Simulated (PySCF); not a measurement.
Te(NMe2)(GeH3), SMILES CN([Te][GeH3])C at its PBE0/def2-SVP optimised geometry (Å):

```
14

Te    -1.2931    -1.1524     0.0000
N     -1.2581     0.9332     0.0000
C     -1.7746     1.5393     1.2062
C     -1.7771     1.5391    -1.2052
H     -1.5232     2.6156     1.1964
H     -2.8767     1.4617     1.3257
H     -1.3032     1.0939     2.0939
H     -2.8793     1.4606    -1.3229
H     -1.5267     2.6157    -1.1955
H     -1.3067     1.0944    -2.0938
Ge     1.2671    -1.1524     0.0000
H      1.7531    -2.6157     0.0005
H      1.7768    -0.4295    -1.2588
H      1.7771    -0.4289     1.2584
```

Calculation: PBE0/def2-TZVP, def2 effective core potentials past Kr (PySCF). The core electrons that the potentials of Te replace are not part of the density. Cells within 0.4 Å of a nucleus heavier than hydrogen are left out (blank, or x).

Map of the deformation density (molecule minus spherical neutral atoms) (e/bohr³) on the plane z = 1.2 Å:

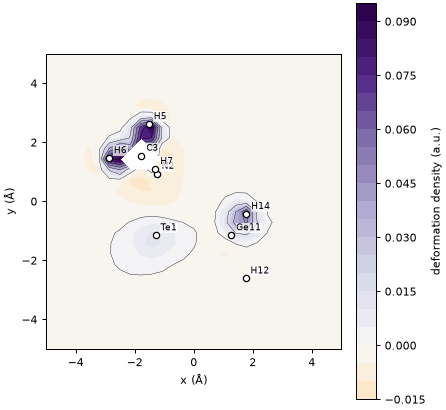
*Deformation density (molecule minus spherical neutral atoms) (e/bohr³) on the plane z = 1.2 Å.*
